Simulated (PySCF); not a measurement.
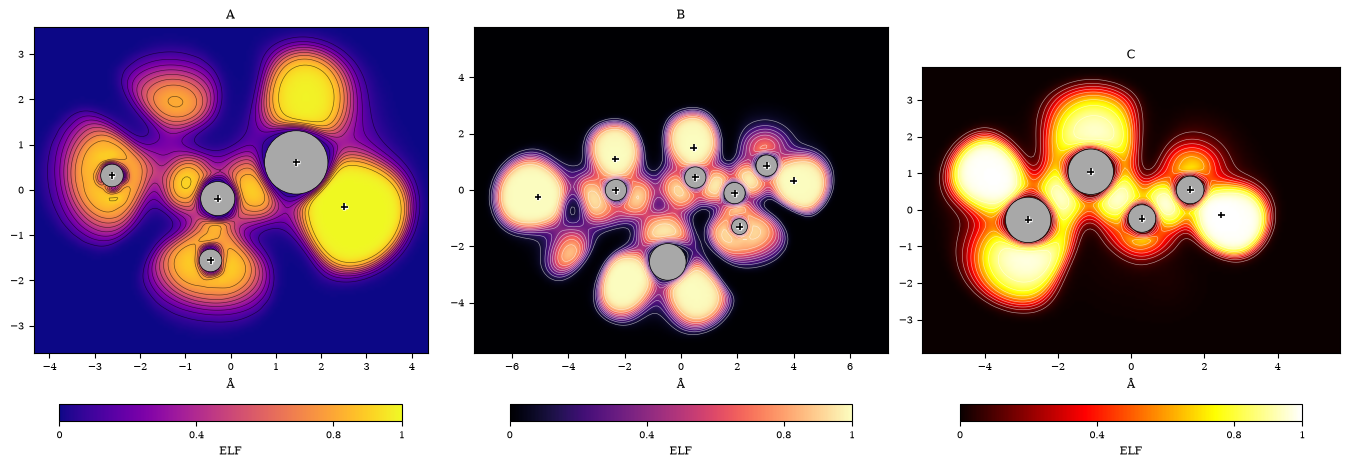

The electron localisation function of 3 systems, each on a plane through atoms (crosses mark nuclei in the plane; grey discs cover the cores).

Computed with PBE0/pcSseg-1, SCF density, gas phase, non-relativistic (PySCF).

System 1: C4H13OPSi2, the plane of atoms C2, C1 and H11. Geometry: PBE0-D3(BJ)/def2-SVP.

```yaml
atoms:
  - { symbol: C, position_ang: [-3.6324, 0.5132, -0.1187] }
  - { symbol: C, position_ang: [-2.2381, 0.4134, 0.4320] }
  - { symbol: O, position_ang: [-1.9737, 0.7361, 1.5692] }
  - { symbol: C, position_ang: [-1.1635, -0.1213, -0.4853] }
  - { symbol: P, position_ang: [0.4954, 0.6825, -0.1423] }
  - { symbol: Si, position_ang: [0.7598, -0.0016, 2.0097] }
  - { symbol: C, position_ang: [1.6137, -0.5654, -0.9673] }
  - { symbol: Si, position_ang: [3.3950, 0.0526, -1.0961] }
  - { symbol: H, position_ang: [-3.9310, -0.4322, -0.5976] }
  - { symbol: H, position_ang: [-3.6559, 1.2890, -0.9016] }
  - { symbol: H, position_ang: [-4.3356, 0.7778, 0.6804] }
  - { symbol: H, position_ang: [-1.1067, -1.2137, -0.3202] }
  - { symbol: H, position_ang: [-1.4338, 0.0277, -1.5430] }
  - { symbol: H, position_ang: [0.0109, -1.2727, 2.2646] }
  - { symbol: H, position_ang: [2.2213, -0.3168, 2.1454] }
  - { symbol: H, position_ang: [0.4255, 1.0461, 3.0101] }
  - { symbol: H, position_ang: [1.2548, -0.6927, -2.0037] }
  - { symbol: H, position_ang: [1.5804, -1.5607, -0.4908] }
  - { symbol: H, position_ang: [3.9178, 0.4896, 0.2324] }
  - { symbol: H, position_ang: [3.4521, 1.2110, -2.0377] }
  - { symbol: H, position_ang: [4.2717, -1.0402, -1.6206] }
```

System 2: C3H4F4Si, the plane of atoms C5, Si8 and H12. Geometry: GFN2-xTB.

```xyz
12

F     1.1358    0.4661    1.5410
C     1.4494    0.0960    0.2812
F     2.2776    1.0375   -0.1915
F     2.1757   -1.0283    0.3954
C     0.1991   -0.0512   -0.5299
F     0.5121   -0.3259   -1.8411
C    -0.8921   -0.9400    0.0771
Si   -1.4057    0.8711   -0.0626
H    -0.6426   -1.3907    1.0283
H    -1.2858   -1.6711   -0.6164
H    -1.3217    1.7112    1.1116
H    -2.2006    1.2246   -1.2193
```

System 3: C4H12P2 (SMILES CC(C)(C)PP), the plane of atoms C3, C2 and P5. Geometry: GFN2-xTB.

```xyz
18

C     0.1542   -1.2383   -0.9008
C    -0.4157   -0.1318   -0.0177
C    -1.7578   -0.5729    0.5692
C    -0.5991    1.1476   -0.8331
P     0.7194    0.2688    1.4441
P     2.5222    0.8041    0.3833
H    -0.5134   -1.4191   -1.7427
H     1.1313   -0.9570   -1.2936
H     0.2592   -2.1672   -0.3422
H    -2.4623   -0.8000   -0.2296
H    -1.6342   -1.4637    1.1833
H    -2.1807    0.2139    1.1910
H    -0.9532    1.9608   -0.1995
H     0.3472    1.4471   -1.2871
H    -1.3258    0.9893   -1.6286
H     1.1386   -1.0530    1.6524
H     3.2733    0.8020    1.5572
H     2.2881    2.1756    0.4827
```

Which map belongs to which system?

Panel A is system 2, C3H4F4Si: the plane holds F, C, Si and H. C–Si (1.91 Å): the ELF peaks at about 0.90 between the atoms: a covalent bond. Panel B is system 1, C4H13OPSi2: the plane holds C, O and H. C–O (1.21 Å): the ELF peaks at about 0.85 between the atoms (a short, multiple covalent bond). Panel C is system 3, C4H12P2: the plane holds C, P and H. C–C (1.53 Å): the ELF peaks at about 0.95 between the atoms (a shared electron pair).
